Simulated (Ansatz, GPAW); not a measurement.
# HgS (110), 5 units: work function by functional and basis, part 3 of 3

Wanted: work functions and dipole of HgS (110), 5 units, with the cost of each level. Where a layer proves gapped, the work function hangs on where the smearing puts the Fermi level, and the band edges take its place.

GPAW 26.7.0 and Ansatz 0.2.0; Ansatz plane waves; layer without images along its normal, relaxation of atoms and in-plane cell; PAW set soft_1 (the session's first sound run).

So far, upper work function (eV): step 3 (the slab's potential, PBE, GPAW) 5.30; step 4 (revPBE) 5.19; step 5 (LDA) 5.58; step 6 (GPAW, PAW setups) 5.72; step 7 (mode fd, grid spacing 0.18 Å, PBE, GPAW) 5.30.

## Step 9: A second plane-wave code

A second program with its own datasets checks the number independently.

This step: Ansatz plane waves; slab in vacuum with a dipole correction; PAW set soft_1 (Ansatz 0.2.0).

The input, input.yaml:

```yaml
crystal:
  lattice:
    - [4.2098957992, 0.0, 0.0]
    - [0.0, 6.012595024, 0.0]
    - [0.0, 0.0, 40.3462986825]
  atoms:
    - { symbol: Hg, position: [0.5, 0.5482732315, 0.2080184801] }
    - { symbol: S, position: [0.0, 0.7450093646, 0.1920991479] }
    - { symbol: Hg, position: [0.0, -0.0203112725, 0.2449945683] }
    - { symbol: S, position: [0.5, 0.232206178, 0.2492118895] }
    - { symbol: Hg, position: [0.5, 0.4947966991, 0.3008101131] }
    - { symbol: S, position: [0.0, 0.7448482976, 0.3008101131] }
    - { symbol: Hg, position: [0.0, -0.0203112725, 0.3566256579] }
    - { symbol: S, position: [0.5, 0.232206178, 0.3524083367] }
    - { symbol: Hg, position: [0.5, 0.5482732315, 0.3936017461] }
    - { symbol: S, position: [0.0, 0.7450093646, 0.4095210783] }
kpoints:
  mp_grid: { grid: [7, 5, 1] }
hamiltonian:
  xc: pbe
  pseudopotentials: { kind: paw, azcp: { folder: soft_1 } }
scf:
  occupations: { method: fermi_dirac, width: 0.05 }
efield:
  axis: 3
  dipole_correction: true
  ramp_width: 0.05
output:
  forces: true
  write_potential: true
  write_density: true
  volumetric_format: npy
  elf: true
```

Started as:

```console
$ ansatz run input.yaml --threads 4 --pin off --max-ram 8192MiB --backend cpu --events-out ev --progress --plain --runs-dir out
```

Numbers of over 12 decimals in the logs are rounded to 6 here.

What it wrote:

```text
[...]
Crystal: 10 atoms, lattice volume = 1021.262 Å³
Basis set: ecut = 420 eV, 19861 PW (Γ), exchange–correlation on 60×90×540 points (8 copies of the dense FFT grid, shifted against one another)
Bands: 78, of which v1, the nominal top of the filled ones, is band 65 counted from 1 (64 counted from 0)
Symmetry: 2 space group operations
k-points: 12 of 35 (time reversal used)
[...]
SCF iter   1: F=—  HF=-73591.708700 eV  |F-HF|=—  |Δ(HF+E_count)|=         —  Δρ=2.06e-2  dr2=9.30e0  ethr=3.10e-3  p=-0.000 e·Å  D=-8.29e-7 V/Å  ΔV_dip=0.00 eV  dr2_dipole=6.84e-8  V_vac-E_F(+/−)=5.43/5.43 eV  ⟨swp⟩=11.6  Hψ=4727  notcnv=0  defer=13
efield: sawtooth ramp at fractional position 0.7758 (placed from the atoms, in the widest stretch of the axis that holds none; the zero of the levels goes with the place), width 0.0500; the density the first Hamiltonian is built on has a dipole p = -0.000 e·Å; the dipole correction subtracts the counter field D = -8.29e-7 V/Å, which shifts the + side's vacuum level by +0.00 eV against the − side's; the planar-averaged density in the ramp window peaks in size at 2.4e-6 e/Å³
[...]
SCF iter   2: F=—  HF=-73589.187207 eV  |F-HF|=—  |Δ(HF+E_count)|=    2.52e0  Δρ=7.67e-3  dr2=5.59e-1  ethr=3.10e-3  p=0.000 e·Å  D=3.07e-5 V/Å  ΔV_dip=-0.00 eV  dr2_dipole=1.70e-7  V_vac-E_F(+/−)=5.56/5.56 eV  ⟨swp⟩=3.0  Hψ=1986  notcnv=0  defer=76
[...]
SCF iter  11: F=-73589.075053 eV  HF=-73589.075053 eV  |F-HF|=3.61e-8  |Δ(HF+E_count)|=   1.74e-7  Δρ=1.30e-6  dr2=1.80e-8  ethr=7.69e-11  p=-0.000 e·Å  D=-1.33e-6 V/Å  ΔV_dip=0.00 eV  dr2_dipole=9.75e-11  V_vac-E_F(+/−)=5.32/5.32 eV  ⟨swp⟩=28.8  Hψ=8274  notcnv=0
SCF 1 converged in 11 iterations: F = -73589.075053 eV  dr2 = 1.80e-8
[...]
WARN: The output density's exchange-correlation potential varies sharply where the density is thin. Do not read a vacuum level from v_tot or v_xc, or from such a field of the output density. On a cell that repeats whose density bears no net charge and no dipole along the vacuum's axis use v_es (v_loc + v_h of the components); under efield.dipole_correction with no amplitude use v_es + v_field, which holds any externa [...]
SCF converged after 11 iterations
Free energy (F): -73589.075053 eV
[...]
Internal energy: -73589.074816 eV  (E = F + TS)
E sigma→0 (E₀):  -73589.074935 eV
Entropy (-TS):   -0.000237 eV (-0.024 meV/atom)
Fermi energy:    -1.945469 eV
Dipole field:    D = 0.000005 V/Å  (p = 0.000026 e·Å, saw-weighted, corrected)
Work function:   Φ+ = 5.3166 eV   Φ− = 5.3168 eV
Levels:          The Fermi level and band energies are counted from a zero that moves with the ramp; work functions are not
[...]
--- Forces (eV/Å), atoms counted from 1 ---
  atom   1  Hg     0.00000000     0.00283574    -0.00169122
  atom   2  S      0.00000000    -0.00022154     0.00126239
  atom   3  Hg     0.00000000    -0.00148308    -0.00156446
  atom   4  S     -0.00000000    -0.00228565     0.00348687
  atom   5  Hg     0.00000000    -0.00032753     0.00000929
  atom   6  S     -0.00000000     0.00260821    -0.00001147
  atom   7  Hg     0.00000000    -0.00148385     0.00158275
  atom   8  S     -0.00000000    -0.00228641    -0.00350261
  atom   9  Hg     0.00000000     0.00284951     0.00169700
  atom  10  S      0.00000000    -0.00021783    -0.00127198
  max |Σ_I F_I| component: 1.24e-5 eV/Å
--- Band table (eV; the first three rows and the last of 12) ---
  k-point 0: bands = [... 61 lower, -2.5839, -2.5744, -2.3751, -2.1992, -1.6955, -0.7370, 0.0366, 0.6834, ... 9 higher]
  k-point 1: bands = [... 61 lower, -2.7330, -2.5973, -2.5101, -2.3988, -1.2542, -0.7463, -0.1835, 0.4291, ... 9 higher]
  k-point 2: bands = [... 61 lower, -2.9096, -2.8695, -2.8445, -2.7955, -0.6015, -0.4998, -0.4117, -0.0903, ... 9 higher]
  k-point 11: bands = [... 61 lower, -3.5268, -3.3683, -3.1038, -3.0990, -0.1923, 0.0953, 0.6003, 0.9594, ... 9 higher]
```

Elapsed: 19 s, on 4 threads of Intel Xeon 6975P-C (Granite Rapids), shared host; peak memory 2.2 GiB; 70 s of CPU time.

Reading the cycles: dr2 is the Hartree energy of the density residual (eV), the measure of convergence; HF is the Harris–Foulkes estimate of the energy, which meets the free energy F at convergence.

Numbers from this step:

| Quantity | Value |
| --- | --- |
| symmetry operations | 2 |
| upper work function | 5.317 eV |
| lower work function | 5.317 eV |
| dipole along the normal | 2.57e-5 e·Å |
| dipole field | 4.55e-6 V/Å |
| vacuum level above | 3.371 eV |
| vacuum level below | 3.371 eV |

The electrostatic potential energy of an electron (with the applied field's), less the Fermi level, planar mean oscillates, so the rows of the table below give means over windows of 2.09 Å about each position, cut where the curve ends. Its maxima inside the range that stand out by 2 % of the span (Å: eV): 9.0: -1.59, 11.1: 2.06, 13.1: 1.97, 15.2: -1.60. Its minima: 8.1: -4.56, 9.9: -5.97, 12.1: -5.62, 14.3: -6.00, 16.1: -4.59.

The electrostatic potential energy of an electron (with the applied field's), less the Fermi level, planar mean by z; means over each step:

```
z (Å)  electrostatic potential energy of an electron (with the applied field's), less the Fermi level, planar mean (eV)
 1.04                                                                                                              5.32
 3.13                                                                                                              5.32
 5.22                                                                                                              5.28
 7.31                                                                                                             0.369
 9.40                                                                                                             -3.67
11.49                                                                                                             -2.00
13.58                                                                                                             -2.10
15.67                                                                                                             -3.07
17.77                                                                                                              3.80
19.85                                                                                                              5.31
21.95                                                                                                              5.32
24.03                                                                                                              5.32
26.12                                                                                                              5.32
28.21                                                                                                              5.32
30.30                                                                                                              5.32
32.39                                                                                                              5.32
34.48                                                                                                              5.32
36.58                                                                                                              5.32
38.66                                                                                                              5.32
```

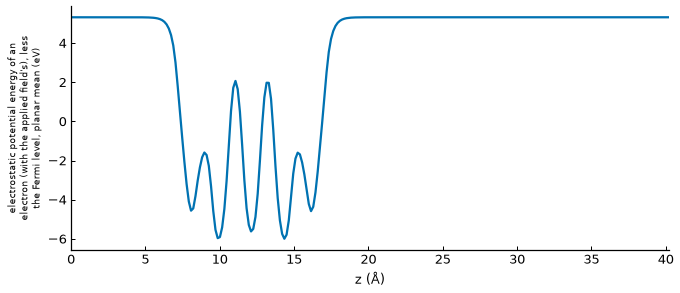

Electrostatic potential energy of an electron (with the applied field's), less the Fermi level, planar mean against z.

The valence density, planar mean oscillates, so the rows of the table below give means over windows of 5 Å about each position, cut where the curve ends. Its maxima inside the range that stand out by 2 % of the span (Å: e/Å³): 8.4: 0.842, 9.9: 0.880, 12.1: 0.868, 14.3: 0.875, 15.8: 0.833. Its minima: 9.1: 0.360, 11.1: 0.156, 13.3: 0.159, 15.1: 0.369.

Table of valence density, planar mean by z; means over each step:

```
z (Å)  valence density, planar mean (e/Å³)
    0                                    0
    5                               0.0228
   10                                0.547
   15                                0.454
   20                              0.00362
   25                                    0
```

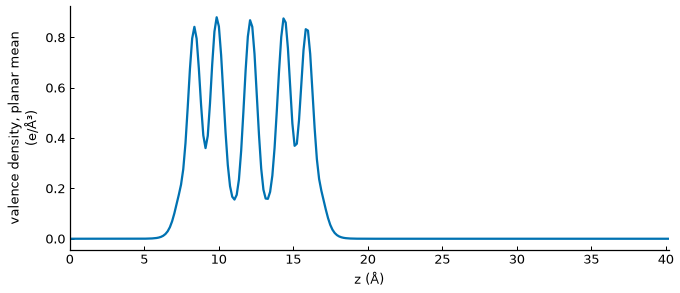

Valence density, planar mean, plotted against z.

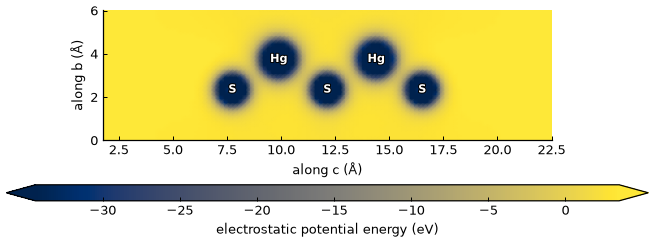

Electrostatic potential energy in the cb plane at fractional x = 0.000, with atoms of S and Hg within 0.2 Å of it. With pseudopotentials it is smooth inside the atoms' cores, unlike the true potential. The map starts off the cell's origin, so that atoms lie inside it. The far vacuum is left out of the map.

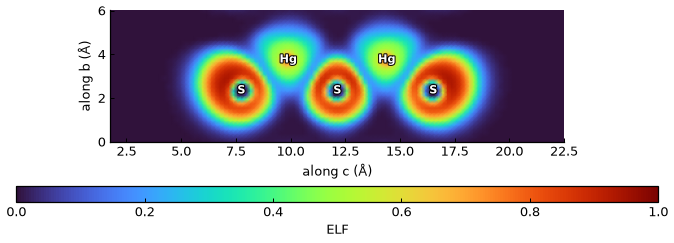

ELF in the cb plane at fractional x = 0.000, with atoms of S and Hg within 0.2 Å of it. It is the smooth field of the valence electrons, not physical close to the nuclei. The map starts off the cell's origin, so that atoms lie inside it. The far vacuum is left out of the map.

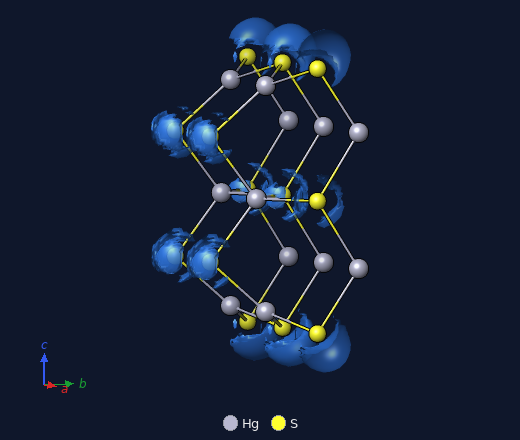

Surface of ELF = 0.85. 2×1×1 cells are drawn.

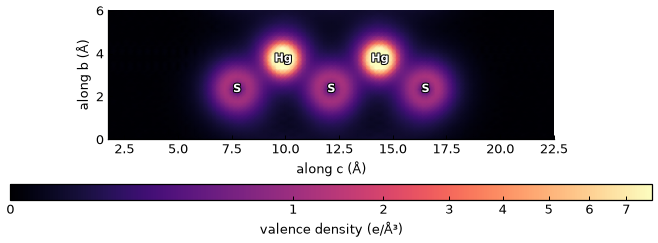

Valence density in the cb plane at fractional x = 0.000, with atoms of S and Hg within 0.2 Å of it. It is the smooth field of the valence electrons, not physical close to the nuclei. The map starts off the cell's origin, so that atoms lie inside it. The colour scale is stretched toward low values. The far vacuum is left out of the map.

In a gap the Fermi level hangs on smearing and numerics; here the upper work functions are 5.317 and 5.304 eV; the step between the faces is -1.9e-4 against 0.0067 eV.

## Step 10: Side by side

Results and costs are gathered.

This step: comparison of work functions, dipole and cost; PAW set soft_1 (GPAW 26.7.0).

Ladder, by row:

| step | code | work function, upper (eV) | work function, lower (eV) | dipole (e Å) | wall time (s) | peak memory (GiB) | threads |
| --- | --- | --- | --- | --- | --- | --- | --- |
| pw | GPAW | 5.304 | 5.297 | -9.08e-4 | 194.8 | 0.55 | 1 |
| revPBE | GPAW | 5.188 | 5.182 | -9.08e-4 | 202.8 | 0.55 | 1 |
| LDA | GPAW | 5.582 | 5.576 | -9.10e-4 | 189.3 | 0.55 | 1 |
| vdW-DF2 | GPAW | 5.715 | 5.708 | -9.06e-4 | 186.9 | 0.87 | 1 |
| fd | GPAW | 5.302 | 5.295 | -9.30e-4 | 1393 | 2.95 | 1 |
| ansatz | Ansatz | 5.317 | 5.317 | 2.57e-5 | 18.66 | 2.241 | 4 |

## Step 11: A changed run

One more run, with changed settings.

This step: GPAW, PAW setups; slab in vacuum (GPAW 26.7.0).

The input, run.py:

```python
import json
import numpy as np
from ase import Atoms
from gpaw import GPAW, PW

slab = Atoms(
    ['Hg', 'S', 'Hg', 'S', 'Hg', 'S', 'Hg', 'S', 'Hg', 'S'],
    positions=[
        [2.10495, 3.29654, 8.64229],
        [0.00000, 4.47944, 8.00000],
        [-0.00000, -0.12212, 10.13413],
        [2.10495, 1.39616, 10.30429],
        [2.10495, 2.97501, 12.38609],
        [0.00000, 4.47847, 12.38609],
        [-0.00000, -0.12212, 14.63804],
        [2.10495, 1.39616, 14.46788],
        [2.10495, 3.29654, 16.12988],
        [0.00000, 4.47944, 16.77217]],
    cell=[[4.2099, 0.0, -0.0], [0.0, 6.0126, 0.0], [-0.0, 0.0, 24.7722]],
    pbc=[True, True, False])

slab.calc = GPAW(mode=PW(400), xc='PBE', kpts={'size': (7, 5, 1), 'gamma': True},
                 occupations={'name': 'fermi-dirac', 'width': 0.05}, nbands='160%',
                 convergence={'density': 1e-05}, maxiter=100,
                 poissonsolver={'dipolelayer': 'xy'},
                 symmetry={'tolerance': 1e-3}, txt='slab.txt')
result = {}
energy = slab.get_potential_energy()
fermi = slab.calc.get_fermi_level()
v = slab.calc.get_electrostatic_potential().mean((0, 1)) - fermi
n = slab.calc.get_pseudo_density().mean((0, 1))
L = slab.cell[2, 2]
z = np.arange(len(v)) * L / len(v)
low, high = slab.positions[:, 2].min(), slab.positions[:, 2].max()
below, above = np.interp([low - 1.0, high + 1.0], z, v)
slopes = [np.interp(x, z, np.gradient(v, z)) for x in (low - 1.0, high + 1.0)]
eps = np.array([[slab.calc.get_eigenvalues(k, s) for k in range(len(slab.calc.get_ibz_k_points()))]
                for s in range(slab.calc.get_number_of_spins())]) - fermi
top, bottom = eps[eps < 0].max(), eps[eps > 0].min()
dipole = slab.get_dipole_moment()[2]
print(f'energy {energy:.4f} eV, Fermi level {fermi:.4f} eV, dipole {dipole:.5f} e A')
print(f'potential 1.0 A off the faces, from the Fermi level: lower {below:.4f} eV, upper {above:.4f} eV')
print(f'slope of the potential there: lower {slopes[0]:.5f}, upper {slopes[1]:.5f} eV/A')
print(f'nearest levels on the mesh: {top:.4f} and {bottom:.4f} eV')
print('magnetic moment', round(slab.get_magnetic_moment(), 3))
result.update(energy=energy, fermi=fermi, dipole=dipole, below=below, above=above, slopes=slopes, edges=[top, bottom],
              z=z.tolist(), v=v.tolist(), n=n.tolist(), positions=slab.positions.tolist(),
              forces=slab.get_forces(apply_constraint=False).tolist(), moments=slab.get_magnetic_moments().tolist())
json.dump(result, open('result.json', 'w'))
```

Started as:

```console
$ OMP_NUM_THREADS=1 OPENBLAS_NUM_THREADS=1 python run.py
```

What it wrote:

```text
energy -25.9146 eV, Fermi level -1.3706 eV, dipole -0.00091 e A
potential 1.0 A off the faces, from the Fermi level: lower 4.3029 eV, upper 4.3095 eV
slope of the potential there: lower -3.06198, upper 3.06223 eV/A
nearest levels on the mesh: -0.2808 and 0.2770 eV
magnetic moment 0.0
```

Run time: 3.3 min. Hardware: 1 thread; peak memory 0.55 GiB.

The run finished. A setting was moved off its sound value on purpose, so it serves as a test and not as the result.

The fault put into the input: the potential probed 1 A off the face (probe = 1.0).

## Step 12: What came out

| Quantity | Value |
| --- | --- |
| work function, upper and lower face (Fermi level placed in the gap by the smearing) | 5.304 and 5.297 eV |
| ionisation energy from the upper face (highest filled level on the mesh) | 5.58 eV |
| electron affinity from the upper face (lowest empty Kohn-Sham level on the mesh) | 5.03 eV |
| dipole along the normal | -9.1e-4 e Å |

**Reading.** With plane waves and PBE the ionisation energy from the upper face is 5.58 eV and the Kohn-Sham electron affinity 5.03 eV. The levels nearest the Fermi level on the mesh lie 0.558 eV apart, so the slab is gapped there: the smearing puts the Fermi level inside the gap, and from either face the ionisation energy is the work function plus 0.28 eV. Both are Kohn-Sham levels on the mesh, and semilocal gaps are too small, so the affinity tends to come out too large and the ionisation energy too small. Work functions of a gapped slab move with the place of the Fermi level in the gap; over the runs without a planted fault the highest filled level on the mesh lies 5.50 (revPBE) to 5.94 eV (vdW-DF2) under the upper vacuum level. With elements this heavy, spin-orbit coupling can move band edges by tenths of an eV. The small printed dipole stands for a step of 6.5 meV from the lower to the upper face, and the probes find 6.7 meV; values this small are near the numerical noise of both. The layer's cell and atoms come from the relaxation; spin-orbit coupling and temperature are left out.

[Logs are printed without paths, hosts, clocks, repeated set-up lines and the standing remarks that a program may print on its own settings, such as how far it seeks lower states.]

[Hosts, paths, dates, database ids (printed as entryN), source tags and the programs' standing remarks are cut or masked in the printed files.]
